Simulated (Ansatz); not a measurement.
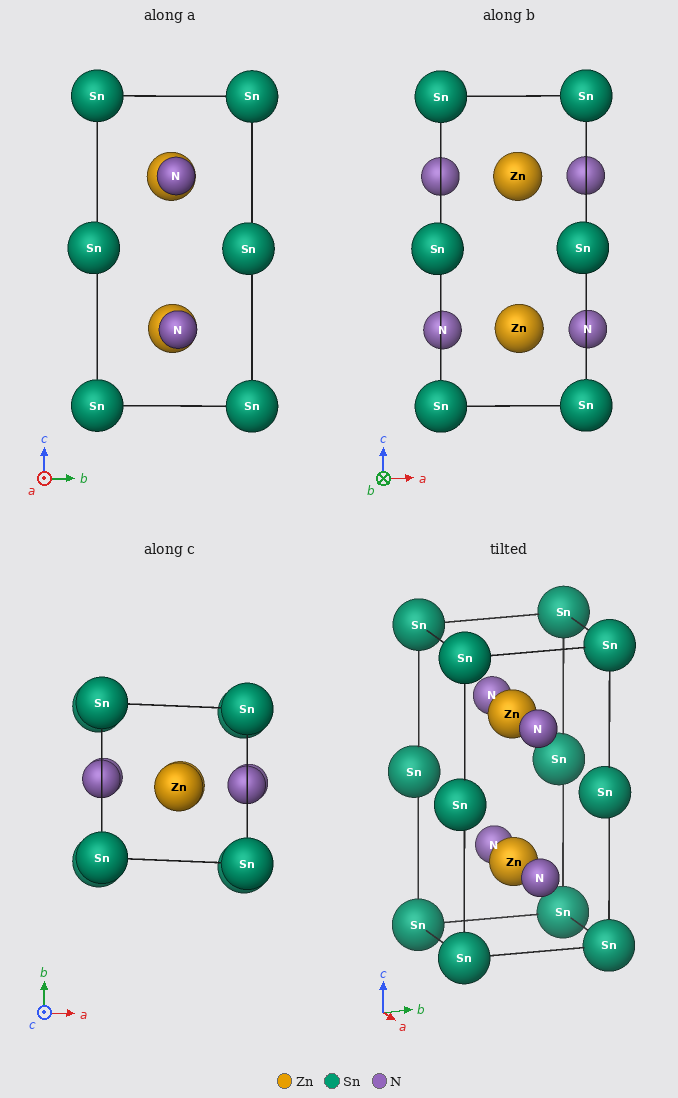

Structure drawing (spheres-only), viewed along the a axis, along the b axis, along the c axis and slightly off an axis. The unit cell is drawn as a box.

Lattice parameters: a = 3.605 Å, b = 3.839 Å, c = 7.679 Å, α = 90.28°, β = 89.60°, γ = 92.38°. Put a along x and b in the xy plane.

Transcribe the picture into a POSCAR file, with free fractional coordinates to two decimals.

```
Zn Sn N
1.0
     3.605    0.000    0.000
    -0.160    3.836    0.000
     0.053   -0.036    7.679
Zn Sn N
2 2 2
Direct
  0.53 0.48 0.74
  0.54 0.49 0.25
  0.00 0.00 0.00
  0.98 0.98 0.51
  0.00 0.51 0.74
  0.01 0.52 0.25
```

The cell started as a structure type filled with these elements by a generator (whether the compound takes this form wasn't checked). Earlier steps of the study may have refined or changed the cell and positions. It was set up as input for a calculation with Ansatz.
